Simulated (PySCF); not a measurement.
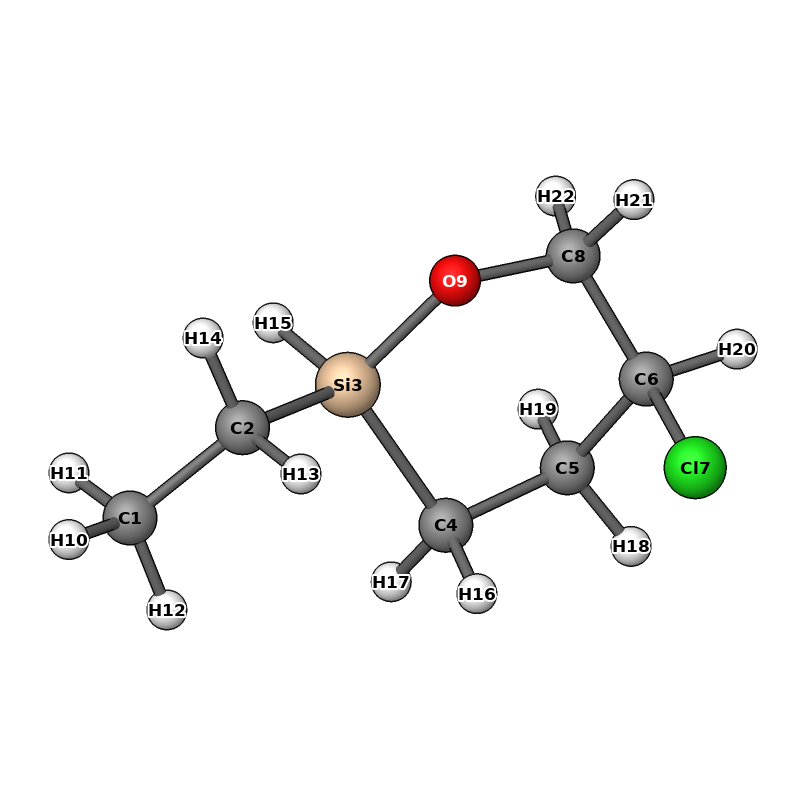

The questions are on isotropic NMR shieldings of the C atoms. The geometry was computed by an optimisation with GFN2-xTB. No frequency run is at hand to confirm it as a minimum. Level of theory: GIAO PBE0/pcSseg-1 NMR shielding, non-relativistic, gas phase (PySCF 2.14.0).

Give the isotropic NMR shieldings of the C atoms atom by atom.

| atom | σ (ppm) |
| --- | --- |
| C1 | 180.1 |
| C2 | 176.5 |
| C4 | 179.4 |
| C5 | 154.7 |
| C6 | 121.9 |
| C8 | 114.3 |

The geometry is semi-empirical. Around Si such bond lengths and angles can be off by a tenth of an ångström or more and by several degrees, and values that hang on the shape move with them.
